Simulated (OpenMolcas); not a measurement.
# Mo²⁺ among point charges: CASSCF levels and susceptibility

Aim: the splitting of the states of Mo²⁺ in the field of 5 point charges, its lowest levels with spin-orbit coupling and its magnetic susceptibility.

Method: state-averaged CASSCF, spin-orbit coupling by RASSI with atomic mean-field integrals. Code: OpenMolcas 26.06.

1 further run of the same task is left out (it didn't finish).

## 1. The atom as given

| Property | Result |
| --- | --- |
| Species | Mo²⁺ (molybdenum, Z = 42, 40 electrons) |
| Basis | ANO-RCC-VDZP [6s5p3d1f], 43 functions |
| Scalar Hamiltonian | DKH2, point nucleus |
| Inactive shells | 1s 2s 2p 3s 3p 3d 4s 4p |
| Active space | 4 electrons in 5 orbitals (4d) |
| Some configurations of this space | 4d4 |
| Orbitals | optimised for each spin and parity, averaged over all roots |

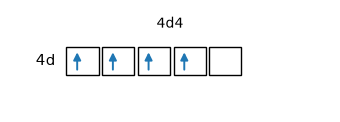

Outer shells as boxes.

The ion sits among 5 point charges of -2 e arranged as a square pyramid (C4v), 1.99 Å from the ion, with the axial distance 1.831 Å. The active orbitals were held to one l.

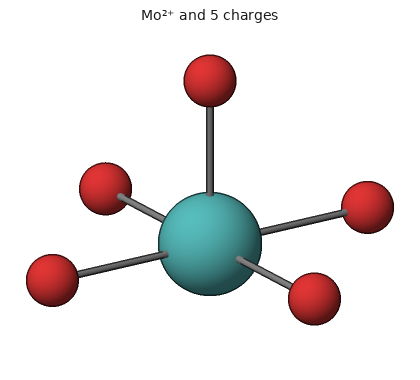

The ion and the point charges (red).

Each step is its own input file, run in one work folder so that later steps find the files of earlier ones. Labels, J, g values, rates, χT and fits are worked out afterwards by a script from the matrices that RASSI stores.

## 2. GATEWAY and SEWARD: basis and integrals

a.inp

```
&GATEWAY
Coord
1

Mo 0.0 0.0 0.0
Basis=ANO-RCC-VDZP
Group=NoSym
NoMove
AngMom=0.0 0.0 0.0
AMFI
XField
5 Angstrom 0
1.990000 0.000000 0.000000 -2.000000
0.000000 1.990000 0.000000 -2.000000
-1.990000 0.000000 0.000000 -2.000000
0.000000 -1.990000 0.000000 -2.000000
0.000000 0.000000 1.830800 -2.000000
&SEWARD
```

Command:

```sh
OMP_NUM_THREADS=1 MOLCAS_MEM=1689 MOLCAS_PROJECT=a pymolcas a.inp > a.log
```

## 3. Reference wave functions, quintets, 5 roots

a.inp

```
&RASSCF
FileOrb=start.orb
Symmetry=1
Spin=5
nActEl=4 0 0
Inactive=18
Ras2=5
CIRoot=5 5 1
SDav=5
CIMx=300
Iter=120 100
PrWF=0.3
OrbListing=Nothing
MaxOrb=0
SupSym
1
15 10 11 12 13 14 19 20 21 22 23 32 33 34 35 36
>>> COPY $Project.JobIph JOB001
```

start.orb holds the contracted functions of the basis, ordered by shell, or the orbitals of the step before.

## 4. Reference wave functions, triplets, 45 roots

a.inp

```
&RASSCF
FileOrb=start.orb
Symmetry=1
Spin=3
nActEl=4 0 0
Inactive=18
Ras2=5
CIRoot=45 45 1
SDav=45
CIMx=300
Iter=120 100
PrWF=0.3
OrbListing=Nothing
MaxOrb=0
SupSym
1
15 10 11 12 13 14 19 20 21 22 23 32 33 34 35 36
>>> COPY $Project.JobIph JOB002
```

## 5. CASSCF: singlets, 50 roots

a.inp

```
&RASSCF
FileOrb=start.orb
Symmetry=1
Spin=1
nActEl=4 0 0
Inactive=18
Ras2=5
CIRoot=50 50 1
SDav=50
CIMx=300
Iter=120 100
PrWF=0.3
OrbListing=Nothing
MaxOrb=0
SupSym
1
15 10 11 12 13 14 19 20 21 22 23 32 33 34 35 36
>>> COPY $Project.JobIph JOB003
```

## 6. State interaction with spin-orbit coupling

a.inp

```
&RASSI
NrOfJobIphs=3 5 45 50
1 2 3 4 5
1 2 3 4 5 6 7 8 9 10 11 12 13 14 15 16 17 18 19 20 21 22 23 24 25 26 27
28 29 30 31 32 33 34 35 36 37 38 39 40 41 42 43 44 45
1 2 3 4 5 6 7 8 9 10 11 12 13 14 15 16 17 18 19 20 21 22 23 24 25 26 27
28 29 30 31 32 33 34 35 36 37 38 39 40 41 42 43 44 45 46 47 48 49 50
IphNames
JOB001
JOB002
JOB003
EJob
SpinOrbit
DIPRint=1.0
SOCoupling=1000.0
Subsets=2
Property=9
'ANGMOM' 1 'ANGMOM' 2 'ANGMOM' 3 'MLTPL  1' 1 'MLTPL  1' 2 'MLTPL  1' 3
'AMFI' 1 'AMFI' 2 'AMFI' 3
SOProperty=3
'ANGMOM' 1 'ANGMOM' 2 'ANGMOM' 3
```

Q: Predict the outcome of this session. Wanted: spin-free ground state; first state of the same spin within the active space; lowest level; next level.

As calculated:

| quantity | value |
| --- | --- |
| method | CASSCF |
| spin-free ground state | quintet, 1-fold in its orbital part |
| first state of the same spin within the active space | quintet at 11900 cm⁻¹ |
| lowest level | 1-fold |
| next level | 11.6 cm⁻¹ |
| χT at 300 K | 2.74 cm³ K/mol |
| effective moment at 300 K | 4.68 μB |

In words: The spin-free ground state (quintet) comes to 100 % from free-ion D terms and keeps the highest spin of the shell. χT at 300 K is 2.74, against 3.01 cm³ K/mol for the spin alone, so spin-orbit coupling lowers it. An active space of the d shell alone favours high spin; real ions in strong fields can be low spin. The field of point charges can differ much from that of real complexes. With metal d orbitals alone active, the gaps between spin states are rough; where two lie within a few thousand cm-1, their order is open. Point charges carry no covalency, so the field is a model and not that of real ligands.
